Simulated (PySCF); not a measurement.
C5H10AlClO (SMILES C=CC(=C)[O+](C)[AlH2-][Cl])

Input file:

```
{"job": {"kind": "nmr", "xc": "revPBE", "basis": "pcSseg-1", "pop": false}, "charge": 0, "multiplicity": 1}
C      1.703208     1.849017    -0.059655
C      1.239208     0.879804    -0.828259
C      0.767034    -0.411167    -0.279285
C      1.546689    -1.475350    -0.168087
O     -0.558907    -0.353828     0.105689
C     -1.083265    -1.475503     0.791818
Al    -1.998843     0.927545    -0.138220
Cl    -1.539198     2.577949    -1.242741
H      1.755499     1.746818     1.012098
H      2.042031     2.782788    -0.472608
H      1.188857     0.984534    -1.903954
H      1.228973    -2.422152     0.227102
H      2.567691    -1.413014    -0.495955
H     -0.498156    -1.679838     1.690825
H     -2.101736    -1.199289     1.066727
H     -1.104753    -2.354157     0.144620
H     -2.944283    -0.100120    -0.847176
H     -2.210050     1.135964     1.397061
```

Run with:

```sh
OMP_NUM_THREADS=1 python ens_run.py task.json out
```

Geometry: GFN2-xTB.

Computed with revPBE/pcSseg-1, SCF density, gas phase, non-relativistic in PySCF 2.14.0.

Predict the electron density and electron localisation function between the atoms.

Answer. C–C (1.32 Å): ρ at the midpoint is about 2.3 e/Å³; the ELF peaks at about 0.90 between the atoms (a short, multiple covalent bond).
C–O (1.38 Å): ρ at the midpoint is about 2.1 e/Å³, with its minimum of 1.8 e/Å³ about 0.5 Å from C; the ELF peaks at about 0.90 between the atoms; a polar covalent bond.
Al–O (1.94 Å): ρ is about 0.45 e/Å³ halfway; the ELF peaks at about 0.90 in the valence shell of O, 0.6 Å from its nucleus, and is about 0.40 at the midpoint.
Al–Cl (2.04 Å): ρ at the midpoint is about 0.8 e/Å³; the ELF peaks at about 0.85 in the valence shell of Cl, 0.9 Å from its nucleus, and is about 0.80 at the midpoint.

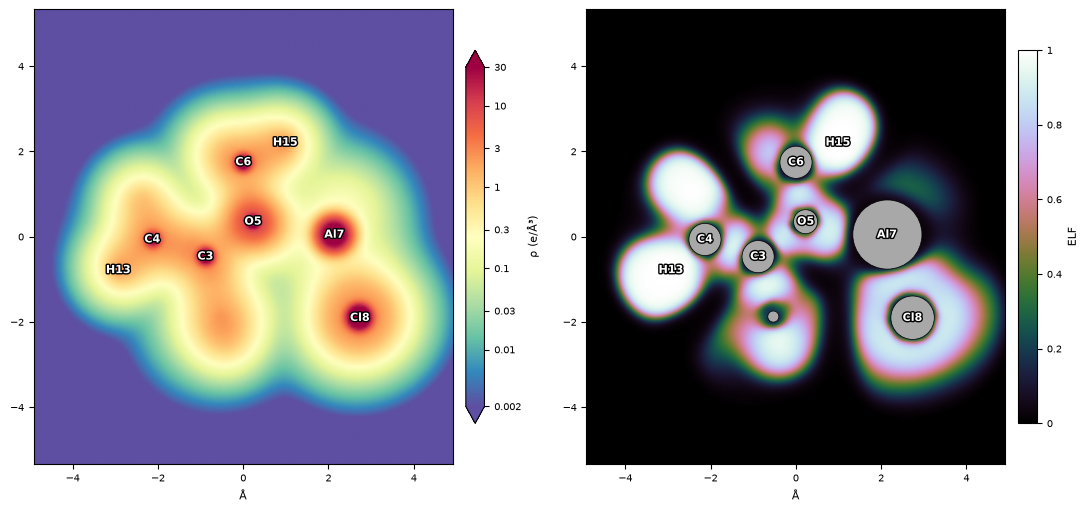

Computed electron density and electron localisation function on the plane of atoms O5, Al7 and Cl8, in this order. Grey discs cover the atomic cores in the ELF map. 
